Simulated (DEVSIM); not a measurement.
Structure: Ti/Al2O3/n-In0.53Ga0.47As capacitor, at 300 K.

| layer (left to right) | material | thickness (nm) | Nd (cm⁻³) |
|---|---|---|---|
| 1 | Al2O3 | 2.10 | - |
| 2 | In0.53Ga0.47As | 6000 | 8.8e15 |

Metal gate on the left, work function 4.33 eV. Fixed charge at the semiconductor interface 2.4e10 cm⁻² (in units of +e); no interface traps.

Constants are typed, rounded textbook-type inputs, not results; the design itself was drawn at random and stands for no fabricated device. Values at 300 K.

| parameter | Al2O3 | In0.53Ga0.47As |
|---|---|---|
| gap (eV) | 6.8 | 0.74 |
| affinity (eV) | 1.35 | 4.51 |
| permittivity | 9 | 13.9 |
| Nc (cm⁻³) | - | 2.1e17 |
| Nv (cm⁻³) | - | 7.7e18 |

DEVSIM, 1D Poisson equation in equilibrium, Boltzmann statistics, complete ionisation; no quantum confinement or tunnelling. Metal contacts follow the ideal Schottky-Mott rule: no Fermi-level pinning, no interface dipoles.

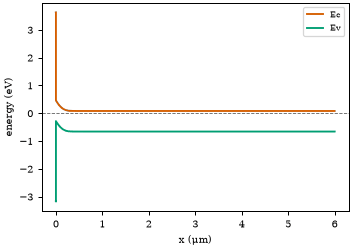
Figure: Band edges at -0.65 V on the gate

Energies count from the Fermi level of the right contact; mesh points crowd at the junctions.

```tsv
x (μm)	Ec (eV)	Ev (eV)	n (cm⁻³)	p (cm⁻³)	field (V/cm)
0.000	3.630	-3.170	< 1e2	< 1e2	-49000
0.0008718	3.626	-3.174	< 1e2	< 1e2	-49000
0.001631	3.622	-3.178	< 1e2	< 1e2	-49000
0.002568	0.458	-0.282	4.2e9	1.4e14	-28000
0.005441	0.450	-0.290	5.7e9	1.0e14	-28000
0.01075	0.436	-0.304	1.0e10	5.9e13	-27000
0.02234	0.405	-0.335	3.3e10	1.8e13	-26000
0.06008	0.314	-0.426	1.1e12	5.4e11	-22000
0.1299	0.190	-0.550	1.3e14	4.5e9	-14000
0.2727	0.092	-0.648	6.0e15	1.0e8	-2000
0.5934	0.082	-0.658	8.8e15	6.8e7	≈ 0
1.638	0.082	-0.658	8.8e15	6.8e7	≈ 0
3.470	0.082	-0.658	8.8e15	6.8e7	≈ 0
4.841	0.082	-0.658	8.8e15	6.8e7	≈ 0
5.583	0.082	-0.658	8.8e15	6.8e7	≈ 0
5.810	0.082	-0.658	8.8e15	6.8e7	≈ 0
5.912	0.082	-0.658	8.8e15	6.8e7	≈ 0
5.961	0.082	-0.658	8.8e15	6.8e7	≈ 0
5.988	0.082	-0.658	8.8e15	6.8e7	≈ 0
5.996	0.082	-0.658	8.8e15	6.8e7	≈ 0
6.000	0.082	-0.658	8.8e15	6.8e7	≈ 0
6.002	0.082	-0.658	8.8e15	6.8e7	≈ 0
```
